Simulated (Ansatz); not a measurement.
Here is a crystal structure:

```yaml
crystal:
  lattice:
    - [5.68306, 0.00000, 0.00000]
    - [0.00000, 5.68306, 0.00000]
    - [0.00000, 0.00000, 5.68306]
  atoms:
    - { symbol: Ge, position: [0.50000, 0.00000, 0.50000] }
    - { symbol: Ge, position: [0.25000, 0.25000, 0.25000] }
    - { symbol: Ge, position: [0.50000, 0.50000, 0.00000] }
    - { symbol: Ge, position: [0.25000, 0.75000, 0.75000] }
    - { symbol: Ge, position: [0.00000, 0.00000, 0.00000] }
    - { symbol: Ge, position: [0.75000, 0.25000, 0.75000] }
    - { symbol: Ge, position: [0.00000, 0.50000, 0.50000] }
    - { symbol: Ge, position: [0.75000, 0.75000, 0.25000] }
```

Question: Say what kind of structure these coordinates give.

Answer: The element is germanium. It is face-centred cubic, space group Fd-3m (No. 227). In terms of structure types, this is diamond. The cell holds eight atoms. Ge is linked to four Ge in a tetrahedral arrangement at 2.46 Å. The bonds build a three-dimensional framework.

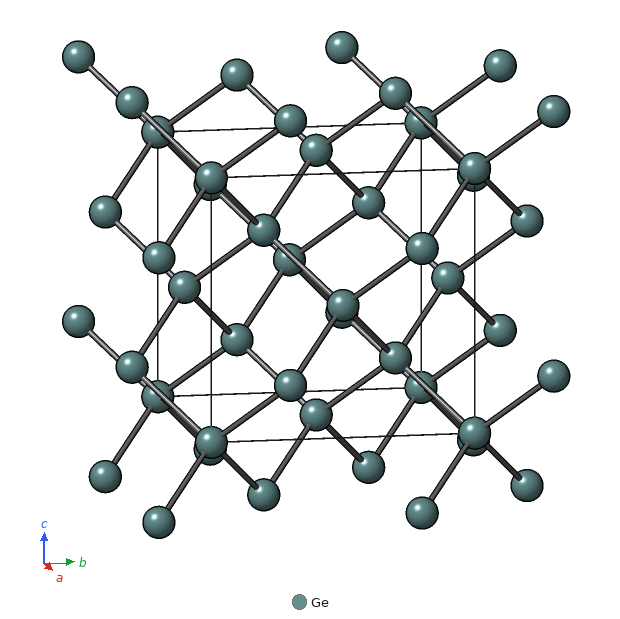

Drawn in the ball-and-stick manner and seen slightly off an axis. The lines enclose the conventional unit cell; boundary atoms appear with their images. Atoms just outside the outline that bond to atoms inside are added. Colours: germanium teal.

The initial geometry was the standard structure of this element. Earlier steps of the study may have refined or changed the cell and positions. A calculation with Ansatz used it as input.
